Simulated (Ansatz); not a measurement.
# C2H6O2SiSn: rotation by 120° about the O1–Si2 bond, part 1 of 3

Aim: the minimum-energy path and barrier of the rotation by 120° about the O1–Si2 bond. The ends are relaxed first, then joined by a nudged elastic band. SMILES of the start: O[SiH2]OC#[C][SnH3].

All numbers below are computed with Ansatz 0.2.0 (RKS PBE/def2-SVP).

### 1 The system as given

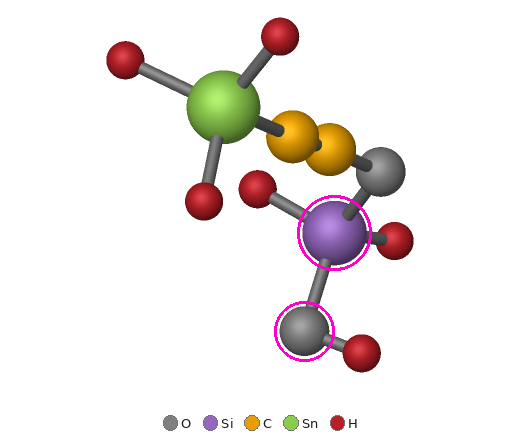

Start, viewed from a free direction; oxygen grey, silicon purple, carbon amber, tin green, hydrogen red. Ringed: O1, Si2.

As a file:

```xyz
12

O    -1.7625   -2.2270    0.7008
Si   -1.5942   -0.9360    1.8448
O    -1.3970    0.5862    1.0156
C    -0.2430    0.7616    0.1650
C     0.6090    0.8901   -0.6091
Sn    2.2115    1.1642   -1.9119
H    -2.5913   -1.9111    0.1861
H    -2.7378   -0.8338    2.7048
H    -0.4027   -1.2128    2.7083
H     2.2624    2.8117   -2.4351
H     1.9961    0.0846   -3.2643
H     3.7264    0.7672   -1.0709
```

### 2 Relaxing end A

input.yaml

```yaml
crystal:
  periodic: [false, false, false]
  atoms:
    - { symbol: O, position_ang: [-1.7625, -2.227, 0.7008] }
    - { symbol: Si, position_ang: [-1.5942, -0.936, 1.8448] }
    - { symbol: O, position_ang: [-1.397, 0.5862, 1.0156] }
    - { symbol: C, position_ang: [-0.243, 0.7616, 0.165] }
    - { symbol: C, position_ang: [0.609, 0.8901, -0.6091] }
    - { symbol: Sn, position_ang: [2.2115, 1.1642, -1.9119] }
    - { symbol: H, position_ang: [-2.5913, -1.9111, 0.1861] }
    - { symbol: H, position_ang: [-2.7378, -0.8338, 2.7048] }
    - { symbol: H, position_ang: [-0.4027, -1.2128, 2.7083] }
    - { symbol: H, position_ang: [2.2624, 2.8117, -2.4351] }
    - { symbol: H, position_ang: [1.9961, 0.0846, -3.2643] }
    - { symbol: H, position_ang: [3.7264, 0.7672, -1.0709] }
basis:
  gaussian: { orbitals: def2-SVP }
hamiltonian:
  xc: pbe
relax:
  f_tol: 0.015
  max_steps: 40
```

Started as:

```console
> ansatz run input.yaml --threads 2 --pin off --max-ram 3072MiB --backend cpu --events-out ev --progress --plain --runs-dir out
```

What it wrote:

```text
Warning: RAYON_NUM_THREADS=2 ignored (pool sized by the plan → 2); use --threads N
The last accepted step is kept in <dir> (removed where the run ends without a failure and the disk answers)
Engine: ansatz 0.2.0, aarch64-unknown-linux-gnu
Functional definition: PBE
  parameter kappa = 0.804
  parameter beta = 0.06672455060314922
  exchange = pbe_x(kappa = kappa, mu = beta*pi^2/3)
  correlation = pbe_c(beta = beta)
1437 factors; their error is unknown
mean field evaluation 1: about -19942.2423 eV, gradient 7.4e1 eV
mean field evaluation 2: about -19901.8966 eV, gradient 1.5e2 eV
mean field evaluation 4: about -19953.7634 eV, gradient 1.6e1 eV
mean field evaluation 8: about -19954.2577 eV, gradient 2.3e-1 eV
mean field evaluation 16: about -19954.2032 eV, gradient 2.5e-4 eV
mean field -19954.20320745 eV, -733.3034424291 hartree, gradient 2.1e-5 eV, S^2 0.000000; 0 other end points of the search recorded, 0 dependent functions left out
the calculation of the forces begins
reference -19954.20325887 eV, -733.3034443187 hartree; 35, 35 occupied and 95, 95 virtual orbitals, 1437 factors
relax step   1: F+E_penalty+E_count = -19954.20320745 eV  Δ(F+E_penalty+E_count) = +0.000e0 eV  max|allowed force component| = 1.003e1 eV/Å  Δτ_max = 0.0000 Å  (29 SCF iters, accepted)
these checks for a lower state are left out or cut short: starts, cluster_reference, orbital_swaps, neighbouring_geometries, increment
1437 factors; their error is unknown
mean field -19954.98124060 eV, -733.3320346201 hartree, gradient 2.6e-5 eV, S^2 0.000000; 0 other end points of the search recorded, 0 dependent functions left out
the calculation of the forces begins
reference -19954.98129151 eV, -733.3320364908 hartree; 35, 35 occupied and 95, 95 virtual orbitals, 1437 factors
relax step   2: F+E_penalty+E_count = -19954.98124060 eV  Δ(F+E_penalty+E_count) = -7.780e-1 eV  max|allowed force component| = 2.009e0 eV/Å  Δτ_max = 0.1200 Å  (31 SCF iters, accepted)
these checks for a lower state are left out or cut short: starts, cluster_reference, orbital_swaps, neighbouring_geometries, increment
1437 factors; their error is unknown
mean field evaluation 32: about -19955.1105 eV, gradient 1.9e-5 eV
mean field -19955.11050715 eV, -733.3367850781 hartree, gradient 1.9e-5 eV, S^2 0.000000; 0 other end points of the search recorded, 0 dependent functions left out
the calculation of the forces begins
reference -19955.11055806 eV, -733.3367869488 hartree; 35, 35 occupied and 95, 95 virtual orbitals, 1437 factors
relax step   3: F+E_penalty+E_count = -19955.11050715 eV  Δ(F+E_penalty+E_count) = -1.293e-1 eV  max|allowed force component| = 1.015e0 eV/Å  Δτ_max = 0.0663 Å  (30 SCF iters, accepted)
these checks for a lower state are left out or cut short: starts, cluster_reference, orbital_swaps, neighbouring_geometries, increment
1437 factors; their error is unknown
mean field -19955.15434627 eV, -733.3383961361 hartree, gradient 1.4e-5 eV, S^2 0.000000; 0 other end points of the search recorded, 0 dependent functions left out
the calculation of the forces begins
reference -19955.15439747 eV, -733.3383980174 hartree; 35, 35 occupied and 95, 95 virtual orbitals, 1437 factors
relax step   4: F+E_penalty+E_count = -19955.15434627 eV  Δ(F+E_penalty+E_count) = -4.384e-2 eV  max|allowed force component| = 4.582e-1 eV/Å  Δτ_max = 0.2000 Å  (29 SCF iters, accepted)
these checks for a lower state are left out or cut short: starts, cluster_reference, orbital_swaps, neighbouring_geometries, increment
1437 factors; their error is unknown
mean field -19955.16579923 eV, -733.3388170245 hartree, gradient 1.6e-5 eV, S^2 0.000000; 0 other end points of the search recorded, 0 dependent functions left out
the calculation of the forces begins
reference -19955.16585073 eV, -733.3388189170 hartree; 35, 35 occupied and 95, 95 virtual orbitals, 1437 factors
relax step   5: F+E_penalty+E_count = -19955.16579923 eV  Δ(F+E_penalty+E_count) = -1.145e-2 eV  max|allowed force component| = 1.397e-1 eV/Å  Δτ_max = 0.1033 Å  (29 SCF iters, accepted)
these checks for a lower state are left out or cut short: starts, cluster_reference, orbital_swaps, neighbouring_geometries, increment
1437 factors; their error is unknown
mean field -19955.16831688 eV, -733.3389095465 hartree, gradient 1.9e-5 eV, S^2 0.000000; 0 other end points of the search recorded, 0 dependent functions left out
the calculation of the forces begins
reference -19955.16836838 eV, -733.3389114392 hartree; 35, 35 occupied and 95, 95 virtual orbitals, 1437 factors
relax step   6: F+E_penalty+E_count = -19955.16831688 eV  Δ(F+E_penalty+E_count) = -2.518e-3 eV  max|allowed force component| = 9.384e-2 eV/Å  Δτ_max = 0.0349 Å  (29 SCF iters, accepted)
these checks for a lower state are left out or cut short: starts, cluster_reference, orbital_swaps, neighbouring_geometries, increment
1437 factors; their error is unknown
mean field -19955.16920630 eV, -733.3389422318 hartree, gradient 1.9e-5 eV, S^2 0.000000; 0 other end points of the search recorded, 0 dependent functions left out
the calculation of the forces begins
reference -19955.16925783 eV, -733.3389441257 hartree; 35, 35 occupied and 95, 95 virtual orbitals, 1437 factors
relax step   7: F+E_penalty+E_count = -19955.16920630 eV  Δ(F+E_penalty+E_count) = -8.894e-4 eV  max|allowed force component| = 2.923e-2 eV/Å  Δτ_max = 0.0159 Å  (30 SCF iters, accepted)
these checks for a lower state are left out or cut short: starts, cluster_reference, orbital_swaps, neighbouring_geometries, increment
1437 factors; their error is unknown
mean field evaluation 64: about -19955.1699 eV, gradient 1.0e-1 eV
mean field -19955.16991081 eV, -733.3389681221 hartree, gradient 1.9e-5 eV, S^2 0.000000; 0 other end points of the search recorded, 0 dependent functions left out
the calculation of the forces begins
reference -19955.16996233 eV, -733.3389700155 hartree; 35, 35 occupied and 95, 95 virtual orbitals, 1437 factors
relax step   8: F+E_penalty+E_count = -19955.16991081 eV  Δ(F+E_penalty+E_count) = -7.045e-4 eV  max|allowed force component| = 1.929e-2 eV/Å  Δτ_max = 0.0271 Å  (29 SCF iters, accepted)
these checks for a lower state are left out or cut short: starts, cluster_reference, orbital_swaps, neighbouring_geometries, increment
1437 factors; their error is unknown
mean field -19955.17008528 eV, -733.3389745340 hartree, gradient 1.9e-5 eV, S^2 0.000000; 0 other end points of the search recorded, 0 dependent functions left out
the calculation of the forces begins
reference -19955.17013679 eV, -733.3389764270 hartree; 35, 35 occupied and 95, 95 virtual orbitals, 1437 factors
relax step   9: F+E_penalty+E_count = -19955.17008528 eV  Δ(F+E_penalty+E_count) = -1.745e-4 eV  max|allowed force component| = 1.601e-2 eV/Å  Δτ_max = 0.0292 Å  (30 SCF iters, accepted)
these checks for a lower state are left out or cut short: starts, cluster_reference, orbital_swaps, neighbouring_geometries, increment
1437 factors; their error is unknown
mean field -19955.17016797 eV, -733.3389775727 hartree, gradient 1.9e-5 eV, S^2 0.000000; 0 other end points of the search recorded, 0 dependent functions left out
the calculation of the forces begins
reference -19955.17021946 eV, -733.3389794650 hartree; 35, 35 occupied and 95, 95 virtual orbitals, 1437 factors
relax step  10: F+E_penalty+E_count = -19955.17016797 eV  Δ(F+E_penalty+E_count) = -8.269e-5 eV  max|allowed force component| = 1.103e-2 eV/Å  Δτ_max = 0.0146 Å  (30 SCF iters, accepted)
1437 factors; their error is unknown
mean field evaluation 96: about -19955.1702 eV, gradient 2.7e-2 eV
mean field -19955.17016797 eV, -733.3389775727 hartree, gradient 1.8e-5 eV, S^2 0.000000; 1 other end points of the search recorded, 0 dependent functions left out
the calculation of the forces begins
reference -19955.17021946 eV, -733.3389794650 hartree; 35, 35 occupied and 95, 95 virtual orbitals, 1437 factors
Total energy: -19955.17021946 eV, -733.3389794650 hartree
Atom 0 at    -1.963429    -2.262382     0.878526 Å, force    -0.002578     0.009010    -0.007037 eV/Å
Atom 1 at    -1.598160    -0.950795     1.833511 Å, force     0.000630    -0.002817     0.003765 eV/Å
Atom 2 at    -1.301235     0.468669     0.901309 Å, force    -0.006352    -0.003508    -0.000775 eV/Å
Atom 3 at    -0.278783     0.651723     0.118009 Å, force     0.009636    -0.002662     0.011034 eV/Å
Atom 4 at     0.675611     0.869852    -0.633448 Å, force    -0.006193    -0.001406    -0.004926 eV/Å
Atom 5 at     2.282052     1.228005    -1.913490 Å, force    -0.000017    -0.000642    -0.000983 eV/Å
Atom 6 at    -2.792926    -2.218592     0.370641 Å, force     0.002275    -0.004186     0.005899 eV/Å
Atom 7 at    -2.736957    -0.500063     2.690712 Å, force     0.000660     0.003085    -0.004380 eV/Å
Atom 8 at    -0.350650    -1.312771     2.563823 Å, force     0.001237     0.002019    -0.003458 eV/Å
Atom 9 at     2.277092     2.894281    -2.363889 Å, force    -0.000530     0.000277     0.000699 eV/Å
Atom 10 at     2.112621     0.236500    -3.317338 Å, force     0.001923     0.000928    -0.000363 eV/Å
Atom 11 at     3.751663     0.840474    -1.094264 Å, force    -0.000691    -0.000097     0.000524 eV/Å
Dipole moment:    -0.421495    -0.250404     0.161582 e Å
```

It took 25 s on 2 threads of Arm Neoverse V2, shared host; peak memory 0.17 GiB.

Relaxation path:

| step | energy from step 1 (eV) | largest force component (eV/Å) |
| --- | --- | --- |
| 1 | 0.0000 | 10.0296 |
| 2 | -0.7780 | 2.0086 |
| 3 | -0.9073 | 1.0150 |
| 4 | -0.9511 | 0.4582 |
| 5 | -0.9626 | 0.1397 |
| 6 | -0.9651 | 0.0938 |
| 7 | -0.9660 | 0.0292 |
| 8 | -0.9667 | 0.0193 |
| 9 | -0.9669 | 0.0160 |
| 10 | -0.9670 | 0.0110 |

Step 1 is the start.

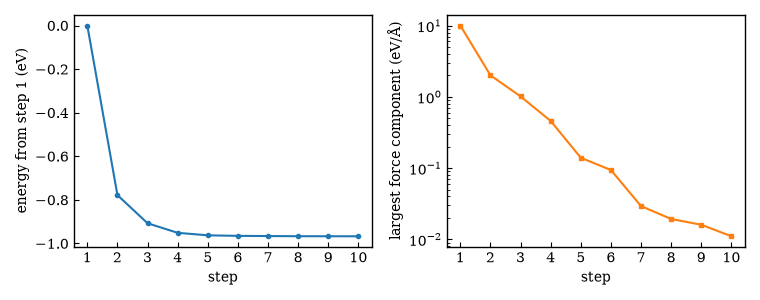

Energy and largest force along the relaxation.

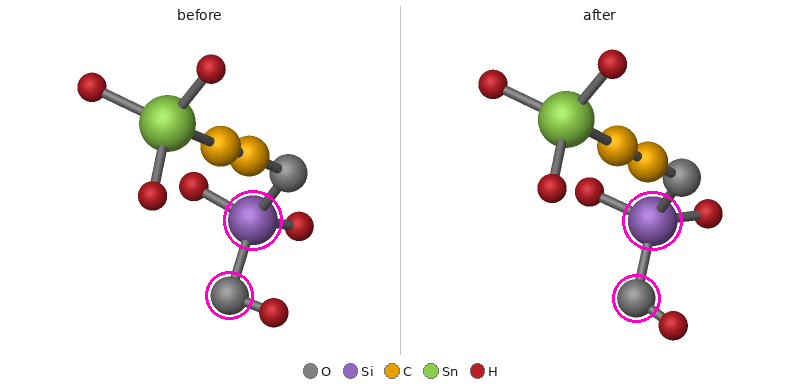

The structure before (left) and after (right), drawn at the same scale.

After: Bond lengths: O1–Si2 1.663 Å, Si2–O3 1.724 Å, O3–C4 1.301 Å, C4–C5 1.234 Å, C5–Sn6 2.085 Å, O1–H7 0.974 Å, Si2–H8 1.495 Å, Si2–H9 1.490 Å, Sn6–H10 1.726 Å, Sn6–H11 1.727 Å, Sn6–H12 1.727 Å. Angles (14 of 16 angles, heavy atoms first): O1–Si2–O3 112.1°, Si2–O3–C4 125.2°, O3–C4–C5 177.8°, C4–C5–Sn6 179.6°, O1–Si2–H8 113.6°, O1–Si2–H9 105.9°, O3–Si2–H8 101.1°, O3–Si2–H9 108.7°, Si2–O1–H7 116.8°, C5–Sn6–H10 108.9°, C5–Sn6–H11 109.0°, C5–Sn6–H12 109.0°, H8–Si2–H9 115.5°, H10–Sn6–H11 110.0°.

### 3 Relaxing end B

The second end starts from a geometry with the move made by hand.

input.yaml

```yaml
crystal:
  periodic: [false, false, false]
  atoms:
    - { symbol: O, position_ang: [-1.7625, -2.227, 0.7008] }
    - { symbol: Si, position_ang: [-1.5942, -0.936, 1.8448] }
    - { symbol: O, position_ang: [-3.00965, -0.83787, 2.85991] }
    - { symbol: C, position_ang: [-4.28206, -0.55051, 2.23992] }
    - { symbol: C, position_ang: [-5.32932, -0.43415, 1.75893] }
    - { symbol: Sn, position_ang: [-7.20055, -0.10442, 0.9044] }
    - { symbol: H, position_ang: [-2.5913, -1.9111, 0.1861] }
    - { symbol: H, position_ang: [-0.44844, -1.1179, 2.68861] }
    - { symbol: H, position_ang: [-1.40483, 0.34665, 1.09589] }
    - { symbol: H, position_ang: [-8.37612, 0.13579, 2.14975] }
    - { symbol: H, position_ang: [-7.59835, -1.49339, -0.07206] }
    - { symbol: H, position_ang: [-7.12931, 1.34354, -0.12426] }
basis:
  gaussian: { orbitals: def2-SVP }
hamiltonian:
  xc: pbe
relax:
  f_tol: 0.015
  max_steps: 40
```

Started as:

```console
> ansatz run input.yaml --threads 2 --pin off --max-ram 3072MiB --backend cpu --events-out ev --progress --plain --runs-dir out
```

What it wrote, cut to the lines that bear on the results:

```text
Warning: RAYON_NUM_THREADS=2 ignored (pool sized by the plan → 2); use --threads N
[...]
[... 1 set-up line as earlier in the session ...]
[...]
1437 factors; their error is unknown
[...]
mean field -19954.20510875 eV, -733.3035123007 hartree, gradient 3.9e-5 eV, S^2 0.000000; 0 other end points of the search recorded, 0 dependent functions left out
[...]
reference -19954.20515925 eV, -733.3035141563 hartree; 35, 35 occupied and 95, 95 virtual orbitals, 1437 factors
[...]
Atom 7 at    -0.555648    -1.112893     2.819291 Å, force    -0.000187     0.003882    -0.005008 eV/Å
Atom 8 at    -1.545600     0.391329     1.048941 Å, force     0.004146    -0.001920     0.001239 eV/Å
Atom 9 at    -8.355568     0.121944     2.225101 Å, force    -0.001681    -0.000203    -0.001018 eV/Å
Atom 10 at    -7.692072    -1.392872    -0.072929 Å, force     0.000574     0.000186     0.000509 eV/Å
Atom 11 at    -7.202675     1.388344    -0.030570 Å, force    -0.000574     0.000471    -0.000091 eV/Å
Dipole moment:     0.240235     0.043987    -0.327566 e Å
```

Wall time 41 s (2 threads of Arm Neoverse V2, shared host); peak memory 0.17 GiB.

Relaxation path:

| step | energy from step 1 (eV) | largest force component (eV/Å) |
| --- | --- | --- |
| 1 | 0.0000 | 11.8827 |
| 2 | -0.7872 | 2.1007 |
| 3 | -0.9189 | 1.3064 |
| 4 | -0.9354 | 0.8720 |
| 5 | -0.9574 | 0.2329 |
| 6 | -0.9629 | 0.0582 |
| 7 | -0.9643 | 0.0432 |
| 8 | -0.9648 | 0.1604 |
| 9 | -0.9655 | 0.0502 |
| 10 | -0.9660 | 0.0117 |
| 11 | -0.9663 | 0.0732 |
| 12 | -0.9665 | 0.0329 |
| 13x | -0.9664 | 0.1563 |
| 14 | -0.9667 | 0.0095 |
| 15 | -0.9668 | 0.0203 |
| 16 | -0.9668 | 0.0091 |

Step 1 is the start. 1 step was tried and not accepted (marked x).

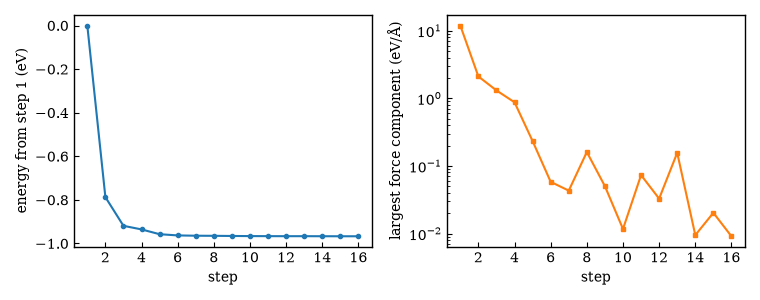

How energy and force went from step to step.

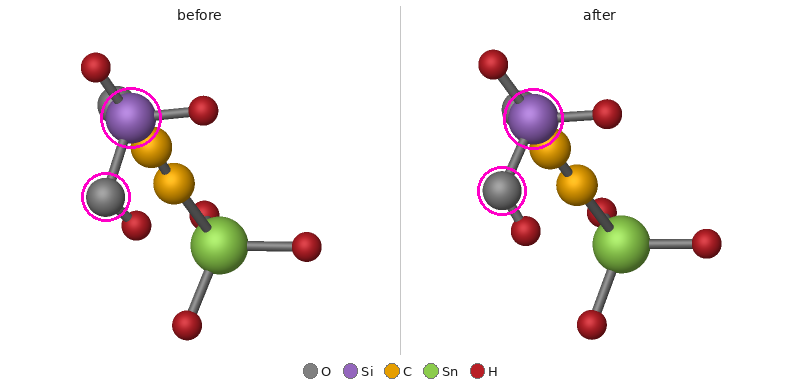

Before and after, at one scale.

After: Bond lengths: O1–Si2 1.662 Å, Si2–O3 1.729 Å, O3–C4 1.301 Å, C4–C5 1.235 Å, C5–Sn6 2.086 Å, O1–H7 0.974 Å, Si2–H8 1.486 Å, Si2–H9 1.499 Å, Sn6–H10 1.725 Å, Sn6–H11 1.727 Å, Sn6–H12 1.727 Å. Angles (14 of 16 angles, heavy atoms first): O1–Si2–O3 111.4°, Si2–O3–C4 121.7°, O3–C4–C5 179.1°, C4–C5–Sn6 177.8°, O1–Si2–H8 107.4°, O1–Si2–H9 112.7°, O3–Si2–H8 103.6°, O3–Si2–H9 105.9°, Si2–O1–H7 116.8°, C5–Sn6–H10 108.8°, C5–Sn6–H11 108.9°, C5–Sn6–H12 108.9°, H8–Si2–H9 115.5°, H10–Sn6–H11 110.2°.

### 4 Nudged elastic band

crystal.atoms is end A as relaxed above, and neb.final_atoms is end B, turned to lie on A. With 5 inner images the band has 7 in all.

input.yaml

```yaml
crystal:
  periodic: [false, false, false]
  atoms:
    - { symbol: O, position_ang: [-1.963429, -2.262382, 0.878526] }
    - { symbol: Si, position_ang: [-1.59816, -0.950795, 1.833511] }
    - { symbol: O, position_ang: [-1.301235, 0.468669, 0.901309] }
    - { symbol: C, position_ang: [-0.278783, 0.651723, 0.118009] }
    - { symbol: C, position_ang: [0.675611, 0.869852, -0.633448] }
    - { symbol: Sn, position_ang: [2.282052, 1.228005, -1.91349] }
    - { symbol: H, position_ang: [-2.792926, -2.218592, 0.370641] }
    - { symbol: H, position_ang: [-2.736957, -0.500063, 2.690712] }
    - { symbol: H, position_ang: [-0.35065, -1.312771, 2.563823] }
    - { symbol: H, position_ang: [2.277092, 2.894281, -2.363889] }
    - { symbol: H, position_ang: [2.112621, 0.2365, -3.317338] }
    - { symbol: H, position_ang: [3.751663, 0.840474, -1.094264] }
basis:
  gaussian: { orbitals: def2-SVP }
hamiltonian:
  xc: pbe
neb:
  order_check: false
  images: 5
  f_tol: 0.05
  max_iterations: 60
  initial_path: idpp
  final_atoms:
    - { symbol: O, position_ang: [-2.24776997, -1.97825029, 0.7326795] }
    - { symbol: Si, position_ang: [-1.7095943, -0.86191655, 1.83955405] }
    - { symbol: O, position_ang: [-1.31764772, 0.64074067, 1.07945455] }
    - { symbol: C, position_ang: [-0.32606712, 0.74502168, 0.24410398] }
    - { symbol: C, position_ang: [0.60606096, 0.85768155, -0.5583024] }
    - { symbol: Sn, position_ang: [2.17748711, 1.12752389, -1.90338929] }
    - { symbol: H, position_ang: [-1.58314005, -2.35200713, 0.12721723] }
    - { symbol: H, position_ang: [-2.85640316, -0.51974795, 2.72046506] }
    - { symbol: H, position_ang: [-0.46204411, -1.302672, 2.54467387] }
    - { symbol: H, position_ang: [2.30357081, 2.80553125, -2.2829161] }
    - { symbol: H, position_ang: [1.85266509, 0.21557668, -3.33394211] }
    - { symbol: H, position_ang: [3.63978145, 0.56741921, -1.17549634] }
```

Started as:

```console
> ansatz run input.yaml --threads 2 --pin off --max-ram 3072MiB --backend cpu --events-out ev --progress --plain --runs-dir out
```

What it wrote, cut to the lines that bear on the results:

```text
Warning: RAYON_NUM_THREADS=2 ignored (pool sized by the plan → 2); use --threads N
[...]
[... 1 set-up line as earlier in the session ...]
[...]
1437 factors; their error is unknown
[...]
mean field -19955.17017212 eV, -733.3389777253 hartree, gradient 5.4e-5 eV, S^2 0.000000; 0 other end points of the search recorded, 0 dependent functions left out
[...]
reference -19955.17022356 eV, -733.3389796157 hartree; 35, 35 occupied and 95, 95 virtual orbitals, 1437 factors
1437 factors; their error is unknown
[...]
reference -19955.13425086 eV, -733.3376576431 hartree; 35, 35 occupied and 95, 95 virtual orbitals, 1437 factors
[...]
1437 factors; their error is unknown
mean field -19955.07800515 eV, -733.3355906516 hartree, gradient 1.6e-5 eV, S^2 0.000000; 0 other end points of the search recorded, 0 dependent functions left out
[...]
reference -19955.07805670 eV, -733.3355925458 hartree; 35, 35 occupied and 95, 95 virtual orbitals, 1437 factors
[...]
1437 factors; their error is unknown
[...]
```

(Continued in part 2 of 3.)
